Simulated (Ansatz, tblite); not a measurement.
# The cluster Ge2O2: a ladder of methods and basis sets, part 2 of 2

Aim: run the singlet of the cluster Ge2O2 at one geometry on many levels, and compare frontier levels, spin and run time.

Ansatz 0.2.0, Gaussian basis; as each input shows.

**15. PBE-D4/def2-SVP**

File in.yaml:

```yaml
crystal:
  periodic: [false, false, false]
  atoms:
    - {symbol: Ge, position_ang: [0.123231, 1.288653, -0.402547]}
    - {symbol: Ge, position_ang: [-0.123673, -1.288415, 0.403183]}
    - {symbol: O, position_ang: [1.055963, 0.114522, 0.689878]}
    - {symbol: O, position_ang: [-1.055530, -0.114759, -0.690503]}
basis:
  gaussian: {orbitals: def2-SVP, initial_orbitals: start.molden}
hamiltonian: {xc: pbe, dispersion: d4}
scf: {omitted_lower_state_checks: [starts]}
output: {orbitals: {seedname: orbitals}}
```

Command:

```sh
> ansatz run in.yaml --threads 4 --pin off --events-out ev --progress --plain --max-ram 3916MiB
```

Standard output:

```text
Functional definition: PBE
  name "PBE"
  cite "Perdew, Burke & Ernzerhof, Phys. Rev. Lett. 77, 3865 (1996) doi:10.1103/PhysRevLett.77.3865"
  parent pbe
  parameter kappa = 0.804
  parameter beta = 0.06672455060314922
  exchange = pbe_x(kappa = kappa, mu = beta*pi^2/3)
  correlation = pbe_c(beta = beta)
these checks for a lower state are left out or cut short: starts
988 factors; their error is unknown
mean field evaluation 1: about -117093.7035 eV, gradient 1.3e1 eV
mean field evaluation 2: about -117094.0543 eV, gradient 2.7e-1 eV
mean field evaluation 4: about -117093.9827 eV, gradient 6.5e-2 eV
mean field -117093.98273017 eV, -4303.1244961816 hartree, gradient 2.5e-5 eV, S^2 0.000000; 0 other end points of the search recorded, 0 dependent functions left out
reference -117093.98275895 eV, -4303.1244972392 hartree; 40, 40 occupied and 52, 52 virtual orbitals, 988 factors
Total energy: -117094.11455116 eV, -4303.1293405135 hartree
Checks for a lower state left out: starts
```

Wall time 0.6 s (4 threads of Arm Neoverse V2, shared host).

HOMO -5.91 eV, LUMO -3.24 eV.

**16. PBE0-D4/def2-SVP**

Changes to in.yaml since step 15:

```diff
@@ -9,3 +9,3 @@
   gaussian: {orbitals: def2-SVP, initial_orbitals: start.molden}
-hamiltonian: {xc: pbe, dispersion: d4}
+hamiltonian: {xc: pbe0, dispersion: d4}
 scf: {omitted_lower_state_checks: [starts]}
```

Same command.

Standard output:

```text
Functional definition: PBE0
  name "PBE0"
  cite "Adamo & Barone, J. Chem. Phys. 110, 6158 (1999) doi:10.1063/1.478522"
  cite "Perdew, Burke & Ernzerhof, Phys. Rev. Lett. 77, 3865 (1996) doi:10.1103/PhysRevLett.77.3865"
  parent pbe
  parameter a = 0.25
  parameter kappa = 0.804
  parameter beta = 0.06672455060314922
  exchange = (1 - a)*pbe_x(kappa = kappa, mu = beta*pi^2/3) + a*exact_x
  correlation = pbe_c(beta = beta)
these checks for a lower state are left out or cut short: starts
884 factors; integrals over basis functions are off by at most 4.3e-4 eV
mean field evaluation 1: about -117096.0546 eV, gradient 9.1e0 eV
mean field evaluation 2: about -117096.2069 eV, gradient 1.1e-1 eV
mean field evaluation 4: about -117096.2361 eV, gradient 1.2e-4 eV
mean field evaluation 8: about -117096.2361 eV, gradient 1.1e-5 eV
mean field -117096.23605993 eV, -4303.2073045230 hartree, gradient 1.1e-5 eV, S^2 0.000000; 0 other end points of the search recorded, 0 dependent functions left out
reference -117096.23608187 eV, -4303.2073053290 hartree; 40, 40 occupied and 52, 52 virtual orbitals, 884 factors
Total energy: -117096.34569313 eV, -4303.2113334686 hartree
Checks for a lower state left out: starts
```

It took 0.9 s on 4 threads of Arm Neoverse V2, shared host.

Report: HOMO -7.03 eV, LUMO -2.47 eV.

**17. HF/6-31G**

Changes to in.yaml since step 16:

```diff
@@ -8,4 +8,4 @@
 basis:
-  gaussian: {orbitals: def2-SVP, initial_orbitals: start.molden}
-hamiltonian: {xc: pbe0, dispersion: d4}
+  gaussian: {orbitals: 6-31G}
+hamiltonian: {xc: hf}
 scf: {omitted_lower_state_checks: [starts]}
```

The command is unchanged.

Standard output:

```text
Functional definition: HF
  name "HF"
  cite "Fock, Z. Phys. 61, 126 (1930) doi:10.1007/BF01340294"
  parent pbe
  exchange = exact_x
  correlation = 0
these checks for a lower state are left out or cut short: starts
655 factors; integrals over basis functions are off by at most 4.9e-4 eV
mean field evaluation 1: about -116997.0899 eV, gradient 5.6e1 eV
mean field evaluation 2: about -116997.1699 eV, gradient 5.6e1 eV
mean field evaluation 4: about -117003.5402 eV, gradient 2.2e0 eV
mean field evaluation 8: about -117003.5768 eV, gradient 2.9e-1 eV
mean field -117003.57753901 eV, -4299.8021666855 hartree, gradient 5.0e-5 eV, S^2 0.000000; 0 other end points of the search recorded, 0 dependent functions left out
reference -117003.57753901 eV, -4299.8021666855 hartree; 40, 40 occupied and 36, 36 virtual orbitals, 655 factors
Total energy: -117003.57753901 eV, -4299.8021666855 hartree
Checks for a lower state left out: starts
```

It took 0.4 s on 4 threads of Arm Neoverse V2, shared host.

From the report: HOMO -9.49 eV, LUMO 0.27 eV.

**18. B3LYP-D4/6-31G**

Changes to in.yaml since step 17:

```diff
@@ -9,3 +9,3 @@
   gaussian: {orbitals: 6-31G}
-hamiltonian: {xc: hf}
+hamiltonian: {xc: {name: B3LYP}, dispersion: d4}
 scf: {omitted_lower_state_checks: [starts]}
```

The command is unchanged.

Standard output:

```text
Functional definition: B3LYP
  name "B3LYP"
  cite "Stephens, Devlin, Chabalowski & Frisch, J. Phys. Chem. 98, 11623 (1994) doi:10.1021/j100096a001"
  cite "Becke, Phys. Rev. A 38, 3098 (1988) doi:10.1103/PhysRevA.38.3098"
  cite "Lee, Yang & Parr, Phys. Rev. B 37, 785 (1988) doi:10.1103/PhysRevB.37.785"
  cite "Vosko, Wilk & Nusair, Can. J. Phys. 58, 1200 (1980) doi:10.1139/p80-159"
  parameter a0 = 0.2
  parameter ax = 0.72
  parameter ac = 0.81
  exchange = (1 - a0 - ax)*slater_x + ax*b88_x + a0*exact_x
  correlation = (1 - ac)*vwn_rpa_c + ac*lyp_c
these checks for a lower state are left out or cut short: starts
655 factors; integrals over basis functions are off by at most 4.9e-4 eV
mean field evaluation 1: about -117101.0618 eV, gradient 8.4e1 eV
mean field evaluation 2: about -116931.2190 eV, gradient 2.2e2 eV
mean field evaluation 4: about -117114.5405 eV, gradient 7.7e0 eV
mean field evaluation 8: about -117114.6342 eV, gradient 7.0e-1 eV
mean field evaluation 16: about -117114.6352 eV, gradient 1.9e-5 eV
mean field -117114.63517165 eV, -4303.8834594072 hartree, gradient 2.2e-5 eV, S^2 0.000000; 0 other end points of the search recorded, 0 dependent functions left out
reference -117114.63538067 eV, -4303.8834670888 hartree; 40, 40 occupied and 36, 36 virtual orbitals, 655 factors
Total energy: -117114.85573139 eV, -4303.8915648284 hartree
Checks for a lower state left out: starts
```

Run time: 0.85 s. Hardware: 4 threads of Arm Neoverse V2, shared host.

HOMO -6.87 eV, LUMO -2.94 eV.

**19. PBE0-D4/def2-TZVPD**

Changes to in.yaml since step 18:

```diff
@@ -8,4 +8,4 @@
 basis:
-  gaussian: {orbitals: 6-31G}
-hamiltonian: {xc: {name: B3LYP}, dispersion: d4}
+  gaussian: {orbitals: def2-TZVPD, initial_orbitals: start.molden}
+hamiltonian: {xc: pbe0, dispersion: d4}
 scf: {omitted_lower_state_checks: [starts]}
```

Launched as before.

Standard output:

```text
Functional definition: PBE0
  name "PBE0"
  cite "Adamo & Barone, J. Chem. Phys. 110, 6158 (1999) doi:10.1063/1.478522"
  cite "Perdew, Burke & Ernzerhof, Phys. Rev. Lett. 77, 3865 (1996) doi:10.1103/PhysRevLett.77.3865"
  parent pbe
  parameter a = 0.25
  parameter kappa = 0.804
  parameter beta = 0.06672455060314922
  exchange = (1 - a)*pbe_x(kappa = kappa, mu = beta*pi^2/3) + a*exact_x
  correlation = pbe_c(beta = beta)
these checks for a lower state are left out or cut short: starts
1220 factors; their error is unknown
mean field evaluation 1: about -117115.2226 eV, gradient 9.4e0 eV
mean field evaluation 2: about -117115.3015 eV, gradient 1.6e-1 eV
mean field evaluation 4: about -117115.7769 eV, gradient 5.9e-4 eV
mean field evaluation 8: about -117115.7769 eV, gradient 2.1e-5 eV
mean field -117115.77687616 eV, -4303.9254162740 hartree, gradient 2.1e-5 eV, S^2 0.000000; 0 other end points of the search recorded, 0 dependent functions left out
reference -117115.77690922 eV, -4303.9254174889 hartree; 40, 40 occupied and 148, 148 virtual orbitals, 1220 factors
Total energy: -117115.88652048 eV, -4303.9294456284 hartree
Checks for a lower state left out: starts
```

It took 2.5 s on 4 threads of Arm Neoverse V2, shared host.

Report: HOMO -7.12 eV, LUMO -2.50 eV.

**20. PBE-D4/def2-TZVPD**

Changes to in.yaml since step 19:

```diff
@@ -9,3 +9,3 @@
   gaussian: {orbitals: def2-TZVPD, initial_orbitals: start.molden}
-hamiltonian: {xc: pbe0, dispersion: d4}
+hamiltonian: {xc: pbe, dispersion: d4}
 scf: {omitted_lower_state_checks: [starts]}
```

Launched as before.

Standard output:

```text
Functional definition: PBE
  name "PBE"
  cite "Perdew, Burke & Ernzerhof, Phys. Rev. Lett. 77, 3865 (1996) doi:10.1103/PhysRevLett.77.3865"
  parent pbe
  parameter kappa = 0.804
  parameter beta = 0.06672455060314922
  exchange = pbe_x(kappa = kappa, mu = beta*pi^2/3)
  correlation = pbe_c(beta = beta)
these checks for a lower state are left out or cut short: starts
1114 factors; their error is unknown
mean field evaluation 1: about -117113.2680 eV, gradient 1.7e1 eV
mean field evaluation 2: about -117113.5289 eV, gradient 3.7e-1 eV
mean field evaluation 4: about -117113.5228 eV, gradient 8.6e-2 eV
mean field -117113.52284856 eV, -4303.8425822877 hartree, gradient 3.5e-5 eV, S^2 0.000000; 0 other end points of the search recorded, 0 dependent functions left out
reference -117113.52289120 eV, -4303.8425838546 hartree; 40, 40 occupied and 148, 148 virtual orbitals, 1114 factors
Total energy: -117113.65468341 eV, -4303.8474271289 hartree
Checks for a lower state left out: starts
```

Run time: 1.4 s. Hardware: 4 threads of Arm Neoverse V2, shared host.

Report: HOMO -6.05 eV, LUMO -3.31 eV.

**21. r2SCAN-D4/def2-TZVPD**

Changes to in.yaml since step 20:

```diff
@@ -9,3 +9,3 @@
   gaussian: {orbitals: def2-TZVPD, initial_orbitals: start.molden}
-hamiltonian: {xc: pbe, dispersion: d4}
+hamiltonian: {xc: r2scan, dispersion: d4}
 scf: {omitted_lower_state_checks: [starts]}
```

Same command.

Standard output:

```text
Functional definition: r2SCAN
  name "r2SCAN"
  cite "Furness, Kaplan, Ning, Perdew & Sun, J. Phys. Chem. Lett. 11, 8208 (2020) doi:10.1021/acs.jpclett.0c02405"
  cite "Furness, Kaplan, Ning, Perdew & Sun, J. Phys. Chem. Lett. 11, 9248 (2020) doi:10.1021/acs.jpclett.0c03077"
  parent r2scan
  parameter k0 = 0.174
  parameter k1 = 0.065
  parameter a1 = 4.9479
  exchange = r2scan_x(k0 = k0, k1 = k1, a1 = a1)
  correlation = r2scan_c
these checks for a lower state are left out or cut short: starts
1114 factors; their error is unknown
mean field evaluation 1: about -117131.8456 eV, gradient 1.3e1 eV
mean field evaluation 2: about -117131.9758 eV, gradient 2.3e-1 eV
mean field evaluation 4: about -117131.9726 eV, gradient 1.3e-1 eV
mean field evaluation 8: about -117131.9726 eV, gradient 5.0e-6 eV
mean field -117131.97256437 eV, -4304.5205968381 hartree, gradient 5.0e-6 eV, S^2 0.000000; 0 other end points of the search recorded, 0 dependent functions left out
reference -117131.97257896 eV, -4304.5205973744 hartree; 40, 40 occupied and 148, 148 virtual orbitals, 1114 factors
Total energy: -117131.99800167 eV, -4304.5215316414 hartree
Checks for a lower state left out: starts
```

It took 3.5 s on 4 threads of Arm Neoverse V2, shared host.

Report: HOMO -6.30 eV, LUMO -3.24 eV.

**22. CCSD(T)/def2-TZVPP**

Changes to in.yaml since step 21:

```diff
@@ -8,4 +8,4 @@
 basis:
-  gaussian: {orbitals: def2-TZVPD, initial_orbitals: start.molden}
-hamiltonian: {xc: r2scan, dispersion: d4}
+  gaussian: {orbitals: def2-TZVPP, initial_orbitals: start.molden}
+correlation: {method: ccsd_t}
 scf: {omitted_lower_state_checks: [starts]}
```

Launched as before.

Standard output:

```text
Functional definition: HF
  name "HF"
  cite "Fock, Z. Phys. 61, 126 (1930) doi:10.1007/BF01340294"
  parent pbe
  exchange = exact_x
  correlation = 0
these checks for a lower state are left out or cut short: starts
1058 factors; integrals over basis functions are off by at most 7.4e-4 eV
mean field evaluation 1: about -117023.8543 eV, gradient 3.7e1 eV
mean field evaluation 2: about -117025.0590 eV, gradient 1.5e0 eV
mean field evaluation 4: about -117025.3896 eV, gradient 2.5e-2 eV
mean field evaluation 8: about -117025.3897 eV, gradient 1.4e-6 eV
mean field -117025.38971088 eV, -4300.6037492168 hartree, gradient 2.5e-6 eV, S^2 0.000000; 0 other end points of the search recorded, 0 dependent functions left out
20 core orbitals not correlated: weight in the atoms' cores, before any rotation towards them, 1.000 or more for the frozen orbitals, at most 0.000 for the correlated occupied ones
reference -117025.38971088 eV, -4300.6037492168 hartree; 20, 20 occupied and 118, 118 virtual orbitals, 1058 factors
second order -25.26674189 eV of doubles, -0.00000000 eV of singles
cycle   1  -23.74390815 eV  change     1.5e0 eV  update   1.7e-1
cycle   2  -24.65292614 eV  change   -9.1e-1 eV  update   6.4e-2
cycle   3  -24.86803434 eV  change   -2.2e-1 eV  update   2.9e-2
cycle   4  -24.83143828 eV  change    3.7e-2 eV  update   7.9e-3
cycle   5  -24.82835440 eV  change    3.1e-3 eV  update   3.2e-3
cycle   6  -24.83091822 eV  change   -2.6e-3 eV  update   1.1e-3
cycle   7  -24.83015698 eV  change    7.6e-4 eV  update   4.5e-4
cycle   8  -24.82994914 eV  change    2.1e-4 eV  update   1.1e-4
cycle   9  -24.83002331 eV  change   -7.4e-5 eV  update   3.8e-5
cycle  10  -24.83000413 eV  change    1.9e-5 eV  update   1.2e-5
perturbative correction -1.17735922 eV, -0.0432671534 hartree
Total energy: -117051.39707424 eV, -4301.5595021916 hartree
Checks for a lower state left out: starts
```

Wall time 6.5 s (4 threads of Arm Neoverse V2, shared host); peak memory 0.75 GiB.

Report: Hartree-Fock HOMO -9.52 eV, LUMO 0.71 eV; T1 0.017.

**23. MP2/def2-TZVP**

Changes to in.yaml since step 22:

```diff
@@ -8,4 +8,4 @@
 basis:
-  gaussian: {orbitals: def2-TZVPP, initial_orbitals: start.molden}
-correlation: {method: ccsd_t}
+  gaussian: {orbitals: def2-TZVP, initial_orbitals: start.molden}
+correlation: {method: mp2}
 scf: {omitted_lower_state_checks: [starts]}
```

The command is unchanged.

Standard output:

```text
Functional definition: HF
  name "HF"
  cite "Fock, Z. Phys. 61, 126 (1930) doi:10.1007/BF01340294"
  parent pbe
  exchange = exact_x
  correlation = 0
these checks for a lower state are left out or cut short: starts
1058 factors; integrals over basis functions are off by at most 7.4e-4 eV
mean field evaluation 1: about -117023.8543 eV, gradient 3.7e1 eV
mean field evaluation 2: about -117025.0590 eV, gradient 1.5e0 eV
mean field evaluation 4: about -117025.3896 eV, gradient 2.5e-2 eV
mean field evaluation 8: about -117025.3897 eV, gradient 1.4e-6 eV
mean field -117025.38971088 eV, -4300.6037492168 hartree, gradient 2.5e-6 eV, S^2 0.000000; 0 other end points of the search recorded, 0 dependent functions left out
20 core orbitals not correlated: weight in the atoms' cores, before any rotation towards them, 1.000 or more for the frozen orbitals, at most 0.000 for the correlated occupied ones
reference -117025.38971088 eV, -4300.6037492168 hartree; 20, 20 occupied and 118, 118 virtual orbitals, 1058 factors
second order -25.26674189 eV of doubles, -0.00000000 eV of singles
Total energy: -117050.65645277 eV, -4301.5322848548 hartree
Checks for a lower state left out: starts
```

Run time: 1.6 s. Hardware: 4 threads of Arm Neoverse V2, shared host.

From the report: Hartree-Fock HOMO -9.52 eV, LUMO 0.71 eV.

**24. RPA/def2-TZVP**

Changes to in.yaml since step 23:

```diff
@@ -9,4 +9,4 @@
   gaussian: {orbitals: def2-TZVP, initial_orbitals: start.molden}
-correlation: {method: mp2}
+hamiltonian: {xc: pbe}
+correlation: {method: rpa}
 scf: {omitted_lower_state_checks: [starts]}
-output: {orbitals: {seedname: orbitals}}
```

The command is unchanged.

Standard output:

```text
Functional definition: PBE
  name "PBE"
  cite "Perdew, Burke & Ernzerhof, Phys. Rev. Lett. 77, 3865 (1996) doi:10.1103/PhysRevLett.77.3865"
  parent pbe
  parameter kappa = 0.804
  parameter beta = 0.06672455060314922
  exchange = pbe_x(kappa = kappa, mu = beta*pi^2/3)
  correlation = pbe_c(beta = beta)
these checks for a lower state are left out or cut short: starts
1058 factors; integrals over basis functions are off by at most 7.4e-4 eV
mean field evaluation 1: about -117113.2608 eV, gradient 1.3e1 eV
mean field evaluation 2: about -117113.4316 eV, gradient 2.1e-1 eV
mean field evaluation 4: about -117113.4321 eV, gradient 3.3e-4 eV
mean field evaluation 8: about -117113.4321 eV, gradient 2.0e-6 eV
mean field -117113.43207285 eV, -4303.8392463420 hartree, gradient 2.0e-6 eV, S^2 0.000000; 0 other end points of the search recorded, 0 dependent functions left out
20 core orbitals not correlated: weight in the atoms' cores, before any rotation towards them, 1.000 or more for the frozen orbitals, at most 0.000 for the correlated occupied ones
reference -117023.00153054 eV, -4300.5159852078 hartree; 20, 20 occupied and 118, 118 virtual orbitals, 1058 factors
Total energy: -117060.43297664 eV, -4301.8915654803 hartree
Checks for a lower state left out: starts
```

Run time: 2.2 s. Hardware: 4 threads of Arm Neoverse V2, shared host.

**25. Levels side by side**

```tsv
level	functions	HOMO (eV)	LUMO (eV)	gap (eV)	time
HF/6-31G	76	-9.49	0.27	9.76	0.4 s
PBE-D4/def2-SVP	92	-5.91	-3.24	2.67	0.6 s
PBE-D4/def2-TZVP	158	-5.97	-3.25	2.72	1.4 s
PBE-D4/def2-TZVPD	188	-6.05	-3.31	2.74	1.4 s
revPBE-D4/def2-TZVP	158	-5.90	-3.15	2.75	1.1 s
BLYP-D4/def2-TZVP	158	-5.85	-3.16	2.69	1.1 s
r2SCAN-D4/def2-TZVP	158	-6.26	-3.22	3.04	2.5 s
r2SCAN-D4/def2-TZVPD	188	-6.30	-3.24	3.05	3.5 s
B3LYP-D4/6-31G	76	-6.87	-2.94	3.93	0.85 s
PBE0-D4/def2-SVP	92	-7.03	-2.47	4.56	0.9 s
PBE0-D4/def2-TZVP	158	-7.07	-2.45	4.62	1.6 s
PBE0-D4/def2-TZVPD	188	-7.12	-2.50	4.62	2.5 s
HSE06-D4/def2-TZVP	158	-6.67	-2.82	3.85	1.8 s
CAM-B3LYP-D4/def2-TZVP	158	-8.34	-1.44	6.91	1.9 s
LC-ωPBE(0.10)/def2-TZVP	158	-7.42	-1.88	5.54	1.7 s
LC-ωPBE(0.15)/def2-TZVP	158	-7.99	-1.36	6.63	1.4 s
LC-ωPBE(0.20)/def2-TZVP	158	-8.45	-0.98	7.47	1.4 s
LC-ωPBE(0.30)/def2-TZVP	158	-9.12	-0.53	8.59	1.4 s
```

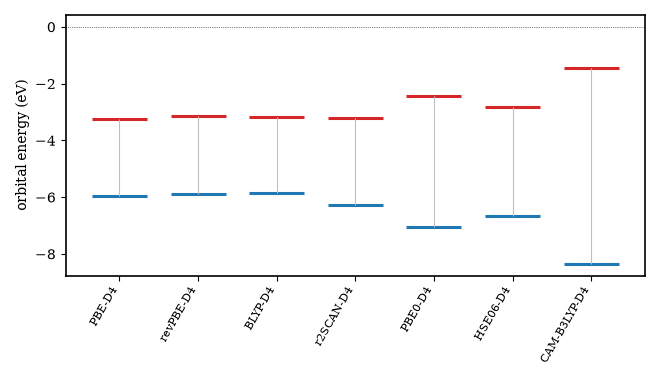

Highest filled (blue) and lowest empty (red) level in def2-TZVP.

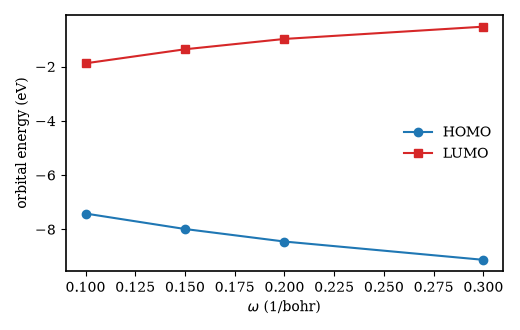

Frontier levels against the ω (1/bohr), in def2-TZVP.

Energy pieces by basis (eV):

```tsv
basis	HF	MP2 correlation	CCSD correlation	(T)	total
def2-TZVPP	-117025.3897	-25.2667	-24.8300	-1.1774	-117051.3971
def2-TZVP	-117025.3897	-25.2667			-117050.6565 (MP2)
```

**26. Binding energy**

Free atoms were run apart at each level; binding is atoms less cluster, divided by the number of atoms, without zero-point or spin-orbit terms.

Differences are taken before rounding.

```tsv
method	binding an atom (eV)	from CCSD(T)/def2-TZVPP (eV)	time
HF/6-31G	1.790	-2.113	0.4 s
HF/def2-TZVP	2.248	-1.654	
HF/def2-TZVPP	2.248	-1.654	
PBE-D4/def2-SVP	4.203	+0.301	0.6 s
PBE-D4/def2-TZVP	4.226	+0.323	1.4 s
PBE-D4/def2-TZVPD	4.232	+0.329	1.4 s
revPBE-D4/def2-TZVP	4.043	+0.140	1.1 s
BLYP-D4/def2-TZVP	4.136	+0.233	1.1 s
r2SCAN-D4/def2-TZVP	4.047	+0.144	2.5 s
r2SCAN-D4/def2-TZVPD	4.054	+0.151	3.5 s
B3LYP-D4/6-31G	3.681	-0.222	0.85 s
PBE0-D4/def2-SVP	3.887	-0.016	0.9 s
PBE0-D4/def2-TZVP	3.939	+0.036	1.6 s
PBE0-D4/def2-TZVPD	3.947	+0.045	2.5 s
HSE06-D4/def2-TZVP	3.941	+0.038	1.8 s
CAM-B3LYP-D4/def2-TZVP	3.995	+0.093	1.9 s
B2PLYP/def2-TZVP	3.997	+0.094	3 s
RPA/def2-TZVP	3.656	-0.247	2.2 s
MP2/def2-TZVP	4.159	+0.257	1.6 s
CCSD/def2-TZVPP	3.733	-0.169	
CCSD(T)/def2-TZVPP	3.903	0	6.5 s
```

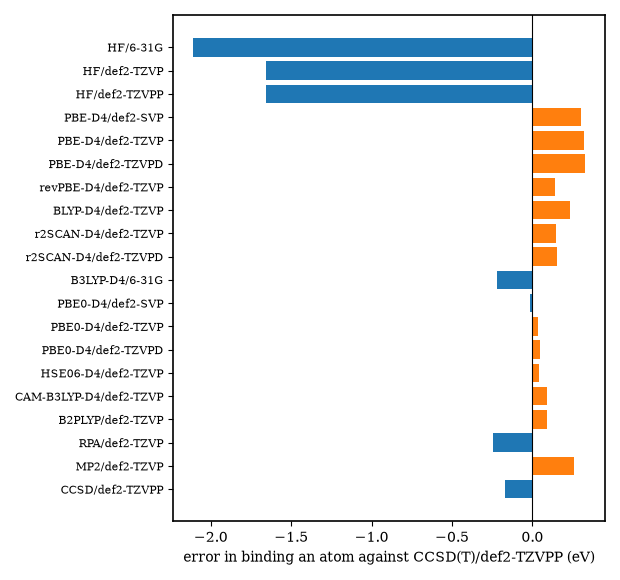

Error of each method against CCSD(T)/def2-TZVPP.

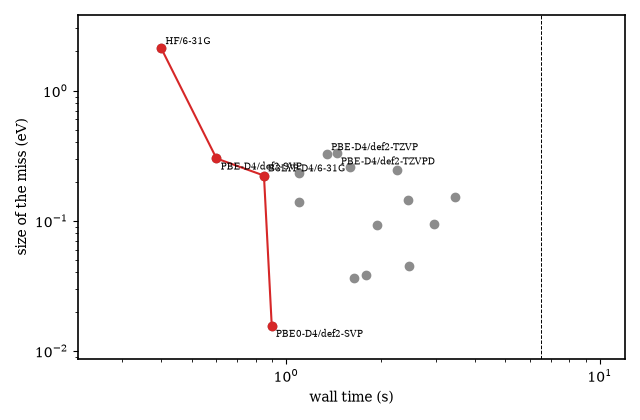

Miss against cost. Red marks the levels that no quicker level drawn beats (of those quicker than the yardstick), and the dashed line is the time of CCSD(T)/def2-TZVPP. Only those levels and the largest misses are named. Times are from a shared host.

**27. Results**

This closing draws on all 2 parts.

| quantity | value |
| --- | --- |
| gap in def2-TZVP, named functionals, smallest and largest | 2.69 eV (BLYP-D4), 6.91 eV (CAM-B3LYP-D4) |
| gap over the ω (1/bohr) | 5.54 eV at 0.1, 8.59 eV at 0.3 |
| correlation energy, CCSD(T)/def2-TZVPP | -26.01 eV |
| correlation energy, MP2/def2-TZVP | -25.27 eV |
| binding an atom, CCSD(T)/def2-TZVPP | 3.903 eV |
| PBE0 total energy, smallest basis above largest | 19.54 eV (def2-SVP, def2-TZVPD) |

What this shows: Orbital gaps of the named functionals in def2-TZVP span 2.69 eV (BLYP-D4) to 6.91 eV (CAM-B3LYP-D4); exact exchange widens it. Raising the ω (1/bohr) from 0.1 to 0.3 moves the HOMO by -1.71 eV and the LUMO by +1.35 eV. A small miss in a minimal or small basis is a cancelling of errors, not accuracy. The functionals in def2-TZVP miss CCSD(T)/def2-TZVPP by +0.036 (PBE0-D4) to +0.323 eV (PBE-D4) an atom. The reference is CCSD(T) in one finite basis, so it carries an error of its own, often a tenth of an eV or more, and near misses can't be ranked.

For cost: PBE0-D4/def2-SVP gets within 0.016 eV in 0.9 s, where CCSD(T)/def2-TZVPP took 6.5 s; the quickest level in the cost chart, HF/6-31G, takes 0.4 s and misses by 2.113 eV. The slowest run with a step of its own, CCSD(T)/def2-TZVPP, took 6.5 s; the quickest functional in def2-TZVP took 1.1 s (shared host).
